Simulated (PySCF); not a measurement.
## C5H12Si: one change and its effect

System: C5H12Si, SMILES C=C[Si](C)(C)C.
Method of run 1: GIAO PBE0/aug-cc-pVDZ NMR shielding, non-relativistic, gas phase (PySCF 2.14.0).

The geometry comes from this level: PBE0-D3(BJ)/def2-SVP. Text and figures count atoms from 1; the logs count them from 0 in places.

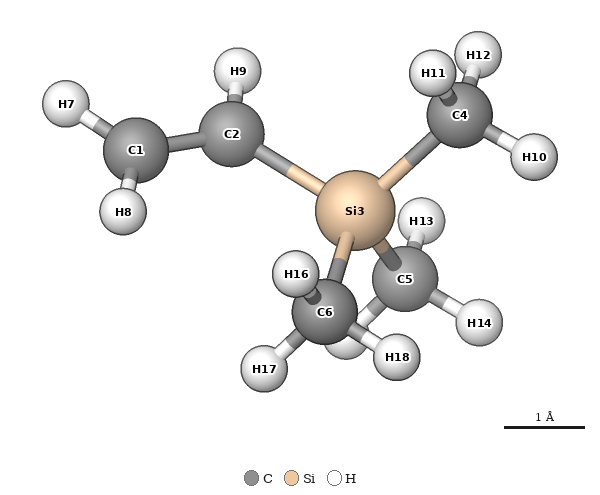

The structure (ball-and-stick view, seen at a tilt; atoms are numbered from 1 in the order of the input). Bond lengths as drawn: C–C 1.34 Å, C–H 1.10 Å and C–Si 1.88 Å.

### Input, run 1
```
{"job": {"kind": "nmr", "xc": "PBE0", "basis": "aug-cc-pVDZ", "pop": true}, "charge": 0, "multiplicity": 1}
C      2.490176    -0.484077     0.467520
C      1.417745     0.240027     0.808818
Si    -0.273369     0.107318     0.001254
C     -0.749918     1.788409    -0.702727
C     -1.534943    -0.397835     1.305597
C     -0.220907    -1.177638    -1.371499
H      3.458199    -0.373131     0.970134
H      2.453924    -1.228721    -0.336322
H      1.540878     0.964786     1.627169
H     -1.746589     1.752555    -1.171123
H     -0.026208     2.117189    -1.464921
H     -0.777630     2.554803     0.088196
H     -1.561964     0.328950     2.133078
H     -2.547583    -0.454562     0.874914
H     -1.289345    -1.383424     1.731084
H      0.507341    -0.905127    -2.151496
H      0.051164    -2.171026    -0.981346
H     -1.208473    -1.265868    -1.851631
```

The first line tells a small driver script what to run in PySCF; the rest is the geometry in Å.

Command:
```bash
OMP_NUM_THREADS=1 python <driver script> task.json out
```

Hardware: 1 CPU thread, shared host.

### Output (run 1)
```
coarse grid: 14496 points
cycle   1  E = -486.8130460541  dE =  2.079e-01  |g| = 5.438e-01  |ddm| = 1.051e+01
cycle   2  E = -486.7959055526  dE =  1.714e-02  |g| = 5.929e-01  |ddm| = 2.560e+00
cycle   3  E = -486.8923778059  dE = -9.647e-02  |g| = 5.513e-02  |ddm| = 1.252e+00
cycle   4  E = -486.8930047682  dE = -6.270e-04  |g| = 3.024e-02  |ddm| = 1.414e-01
cycle   5  E = -486.8932426630  dE = -2.379e-04  |g| = 5.192e-03  |ddm| = 6.218e-02
cycle   6  E = -486.8932505627  dE = -7.900e-06  |g| = 6.119e-04  |ddm| = 1.522e-02
final grid: 132432 points
cycle   7  E = -486.9052043547  dE = -2.891e-05  |g| = 8.548e-03  |ddm| = 2.024e-01
cycle   8  E = -486.9052008963  dE =  3.458e-06  |g| = 9.386e-03  |ddm| = 4.397e-02
cycle   9  E = -486.9052242467  dE = -2.335e-05  |g| = 2.933e-04  |ddm| = 2.050e-02
cycle  10  E = -486.9052242674  dE = -2.067e-08  |g| = 1.423e-04  |ddm| = 1.228e-03
cycle  11  E = -486.9052242729  dE = -5.504e-09  |g| = 3.956e-05  |ddm| = 4.235e-04
cycle  12  E = -486.9052242732  dE = -3.461e-10  |g| = 1.738e-05  |ddm| = 1.041e-04
converged SCF energy = -486.9052242732

GIAO shielding tensors (ppm)
atom      isotropic    diamagn.    paramagn.     s11        s22        s33       span
  0 C       63.910     209.213    -145.303    -51.792     67.213    176.309    228.101
  1 C       54.329     196.205    -141.876    -61.520     42.557    181.950    243.470
  2 Si     421.380     862.767    -441.388    413.064    414.942    436.133     23.068
  3 C      195.846     173.566      22.280    192.224    195.316    199.998      7.774
  4 C      195.739     173.673      22.065    191.958    195.330    199.928      7.970
  5 C      198.618     168.985      29.632    194.150    200.275    201.429      7.279
  6 H       25.004      33.355      -8.352     22.054     24.260     28.697      6.644
  7 H       25.294      28.272      -2.978     21.757     23.927     30.197      8.440
  8 H       24.766      31.953      -7.187     21.441     25.030     27.826      6.385
  9 H       31.363      22.138       9.224     27.595     28.897     37.596     10.001
 10 H       31.425      23.042       8.384     27.470     29.010     37.796     10.326
 11 H       31.262      23.074       8.187     27.357     28.689     37.740     10.383
 12 H       31.264      23.040       8.224     27.365     28.685     37.744     10.379
 13 H       31.362      22.164       9.198     27.610     28.882     37.593      9.983
 14 H       31.434      23.046       8.388     27.464     29.057     37.782     10.318
 15 H       31.214      23.417       7.797     27.683     28.192     37.767     10.083
 16 H       31.201      23.369       7.832     27.660     28.220     37.724     10.064
 17 H       31.378      23.801       7.578     27.565     29.047     37.523      9.959
```

The input of run 2 differs as follows (lines with − go, lines with + come):
```diff
-"basis": "aug-cc-pVDZ"
+"basis": "cc-pVDZ"
```

Predict how the results change.

The total energy of run 2 is 9.3 kcal/mol higher, which measures the change of basis and not a stability. The HOMO goes from −7.56 to −7.43 eV. The LUMO goes from −0.23 to 0.13 eV. Of all shieldings, the largest change is that of Si3, by +3.7 ppm. Diffuse functions give room to the loosely bound empty orbitals, which lowers the LUMO. The number of SCF iterations is the same. The basis functions go from 250 to 148.

### Output (run 2)
```
coarse grid: 14496 points
cycle   1  E = -486.8017798722  dE =  2.207e-01  |g| = 5.302e-01  |ddm| = 7.366e+00
cycle   2  E = -486.7910247222  dE =  1.076e-02  |g| = 5.643e-01  |ddm| = 2.040e+00
cycle   3  E = -486.8778053758  dE = -8.678e-02  |g| = 5.223e-02  |ddm| = 1.026e+00
cycle   4  E = -486.8783483406  dE = -5.430e-04  |g| = 2.915e-02  |ddm| = 1.152e-01
cycle   5  E = -486.8785706357  dE = -2.223e-04  |g| = 4.821e-03  |ddm| = 4.270e-02
cycle   6  E = -486.8785773057  dE = -6.670e-06  |g| = 5.093e-04  |ddm| = 1.065e-02
final grid: 132432 points
cycle   7  E = -486.8904258190  dE = -1.978e-05  |g| = 8.601e-03  |ddm| = 5.834e-02
cycle   8  E = -486.8904232852  dE =  2.534e-06  |g| = 9.249e-03  |ddm| = 3.184e-02
cycle   9  E = -486.8904459671  dE = -2.268e-05  |g| = 3.071e-04  |ddm| = 1.658e-02
cycle  10  E = -486.8904459901  dE = -2.297e-08  |g| = 1.346e-04  |ddm| = 7.890e-04
cycle  11  E = -486.8904459944  dE = -4.291e-09  |g| = 5.154e-05  |ddm| = 2.490e-04
cycle  12  E = -486.8904459950  dE = -6.526e-10  |g| = 1.604e-05  |ddm| = 9.342e-05
converged SCF energy = -486.8904459950

GIAO shielding tensors (ppm)
atom      isotropic    diamagn.    paramagn.     s11        s22        s33       span
  0 C       64.381     255.031    -190.650    -52.130     68.941    176.333    228.463
  1 C       57.148     253.494    -196.346    -56.832     46.273    182.004    238.837
  2 Si     425.097     889.285    -464.188    417.015    417.810    440.466     23.451
  3 C      197.097     246.410     -49.313    194.346    196.189    200.757      6.411
  4 C      196.989     246.418     -49.429    194.120    196.174    200.673      6.553
  5 C      200.121     247.129     -47.008    196.596    201.226    202.542      5.945
  6 H       25.134      28.424      -3.290     22.185     24.362     28.856      6.672
  7 H       25.352      33.816      -8.464     21.815     23.808     30.433      8.618
  8 H       24.913      31.330      -6.417     21.862     24.945     27.931      6.069
  9 H       31.276      30.219       1.057     27.466     28.744     37.617     10.150
 10 H       31.281      30.486       0.795     27.262     28.759     37.821     10.559
 11 H       31.162      30.284       0.878     27.195     28.545     37.745     10.550
 12 H       31.164      30.298       0.866     27.204     28.539     37.749     10.545
 13 H       31.276      30.232       1.044     27.482     28.732     37.613     10.132
 14 H       31.289      30.524       0.765     27.256     28.805     37.807     10.552
 15 H       31.094      31.489      -0.395     27.505     28.024     37.754     10.248
 16 H       31.083      31.527      -0.445     27.483     28.050     37.715     10.232
 17 H       31.301      30.692       0.609     27.430     28.912     37.560     10.130
```

### The two runs side by side

```csv
quantity,run 1,run 2
outcome,converged,converged
total energy (hartree),−486.905224,−486.890446
HOMO (eV),−7.56,−7.43
LUMO (eV),−0.23,0.13
dipole moment (D),0.18,0.21
shielding of C1 (ppm),63.9,64.4
shielding of C2 (ppm),54.3,57.1
shielding of Si3 (ppm),421.4,425.1
shielding of C4 (ppm),195.8,197.1
shielding of C5 (ppm),195.7,197.0
shielding of C6 (ppm),198.6,200.1
shielding of H9 (ppm),24.8,24.9
SCF iterations,12,12
basis functions,250,148
wall time (shared host),71 s,32 s
```
